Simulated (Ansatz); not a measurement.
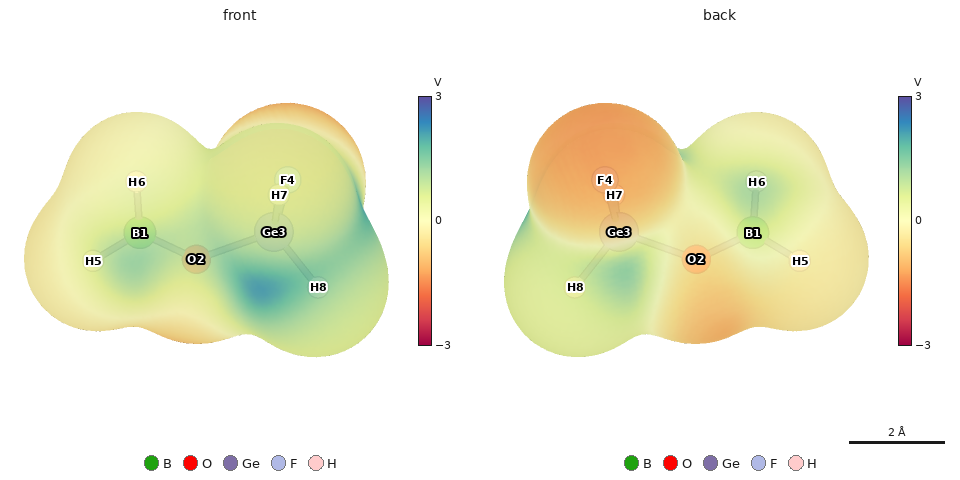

BFGeH₄O. The molecular electrostatic potential painted on the density surface at 0.001 e/bohr³, seen from the front and from behind; the colour scale runs from red (negative) to blue (positive).

Computed with RHF/def2-SVP (Ansatz).

```xyz
8

B    -0.6734    1.4181   -0.2913
O    -0.7769    0.1091    0.0018
Ge    0.4340   -1.1287    0.3076
F     1.0729   -1.5464   -1.2328
H    -1.6747    2.0411   -0.5190
H     0.4070    1.9578   -0.3120
H     1.5816   -0.5618    1.1279
H    -0.2781   -2.3464    0.8622
```

### Which sites attract a positive test charge, and which a negative one?

A positive charge is drawn to the negative regions and a negative charge to the positive ones. The most negative region (about −1.4 V, or −32 kcal/mol for a unit charge) lies over F4, the most positive (about +2.1 V, or +48 kcal/mol for a unit charge) over Ge3.
